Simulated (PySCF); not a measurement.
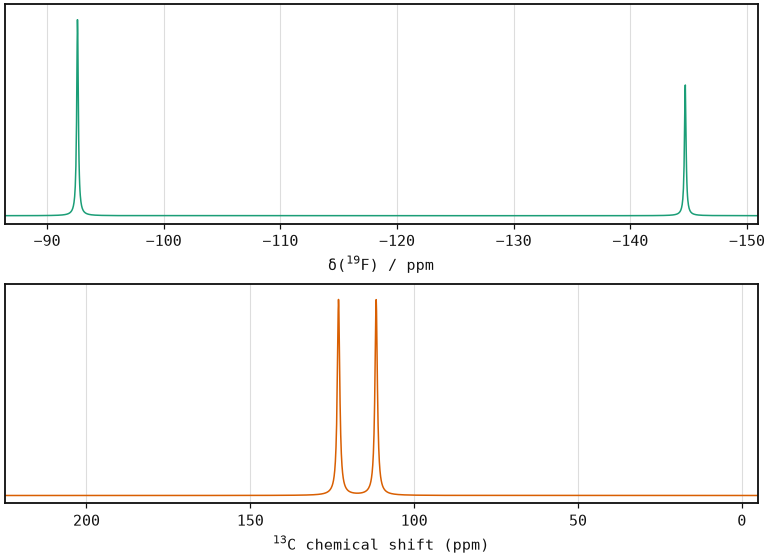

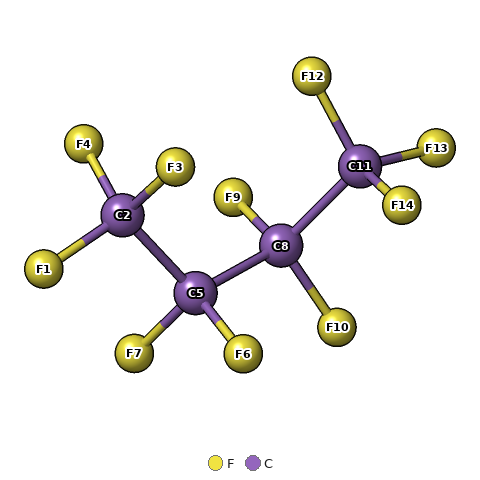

Spectrum and numbered structure of C₄F₁₀, SMILES FC(F)(F)C(F)(F)C(F)(F)C(F)(F)F. GIAO shifts, PBE0/pcSseg-1 in PySCF 2.14.0, at a PBE0-D3(BJ)/def2-SVP geometry (no frequency check), against CFCl₃ for ¹⁹F and TMS for ¹³C computed at the same level (¹⁹F: this reference is a hard case for the method, so all values can be off together by tens of ppm, and differences between signals are safer). Gas phase, fully decoupled, line heights follow the number of nuclei, widths are arbitrary (no quadrupolar broadening); values of one conformer, averaged over nuclei that symmetry or rotation about single bonds exchange, these motions taken as fast; other conformers aren't averaged in.

### Which atoms give which ¹⁹F line?

| δ (ppm) | nuclei | atoms |
| --- | --- | --- |
| −92.6 | 6 | F1, F3, F4, F12, F13, F14 |
| −144.7 | 4 | F6, F7, F9, F10 |

### Assign the ¹³C signals to the numbered atoms.

| δ (ppm) | nuclei | atoms |
| --- | --- | --- |
| 123.1 | 2 | C2, C11 |
| 111.6 | 2 | C5, C8 |
